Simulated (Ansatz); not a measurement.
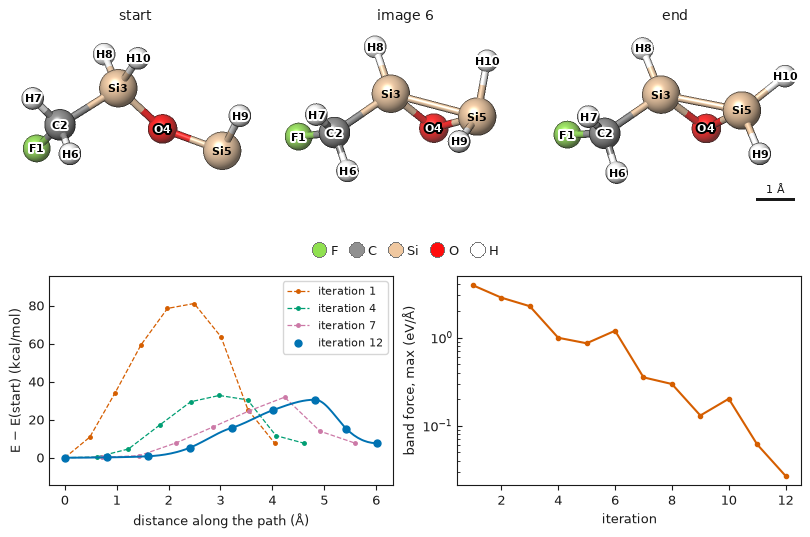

NEB run on CH5FOSi2. Images are numbered from 0 (start) to 8 (end). The plot follows the band through its iterations. A ball-and-stick model, seen face on.

These are results of RKS BLYP/def2-SVP in Ansatz 0.2.0, not measurements.

Input file:
```yaml
crystal:
  periodic: [false, false, false]
  atoms:
    - { symbol: F, position_ang: [-0.49394, -2.29325, -0.837449] }
    - { symbol: C, position_ang: [-0.606714, -1.47594, 0.298877] }
    - { symbol: Si, position_ang: [-0.518218, 0.369509, -0.189931] }
    - { symbol: O, position_ang: [1.022143, 0.72675, -0.787352] }
    - { symbol: Si, position_ang: [2.41635, 1.670867, -0.647502] }
    - { symbol: H, position_ang: [0.198378, -1.74186, 1.022372] }
    - { symbol: H, position_ang: [-1.579564, -1.683987, 0.804718] }
    - { symbol: H, position_ang: [-1.511089, 0.638227, -1.275929] }
    - { symbol: H, position_ang: [1.973788, 2.536662, 0.588636] }
    - { symbol: H, position_ang: [-0.818134, 1.202023, 1.026559] }
basis:
  gaussian: { orbitals: def2-SVP }
hamiltonian:
  xc: blyp
neb:
  order_check: false
  images: 7
  f_tol: 0.03
  max_iterations: 60
  initial_path: idpp
  final_atoms:
    - { symbol: F, position_ang: [-0.79498605, -2.54821787, -0.78330994] }
    - { symbol: C, position_ang: [-0.47379518, -1.66252013, 0.26159025] }
    - { symbol: Si, position_ang: [-0.54008736, 0.13946016, -0.38505969] }
    - { symbol: O, position_ang: [0.94111565, 0.72977288, -1.08035548] }
    - { symbol: Si, position_ang: [0.80397416, 1.79915342, 0.29243119] }
    - { symbol: H, position_ang: [0.54316704, -1.89894934, 0.6468725] }
    - { symbol: H, position_ang: [-1.19620857, -1.81160469, 1.09719468] }
    - { symbol: H, position_ang: [-1.7393156, 0.30845377, -1.26615567] }
    - { symbol: H, position_ang: [1.9129942, 1.65117549, 1.29133653] }
    - { symbol: H, position_ang: [0.6261417, 3.24227733, -0.07154537] }
```

Run as
```bash
ansatz run input.yaml --threads 2 --pin off --max-ram 3072MiB --backend cpu --events-out ev --progress --plain --runs-dir out
```

Did the band converge, and can the barrier be trusted?

The result is final at these settings. The band converged in 12 iterations. The largest component of the band force went from 3.9 to 0.027 eV/Å. The climbing image converged on the top of the path. Its vibrational analysis gives one imaginary mode (527i cm⁻¹), as a transition state must have. The first iteration put the highest image at 81.1 kcal/mol. The energy climbs by 30.5 kcal/mol to image 6 and then falls by 22.9 kcal/mol, so the end point sits at +7.6 kcal/mol.
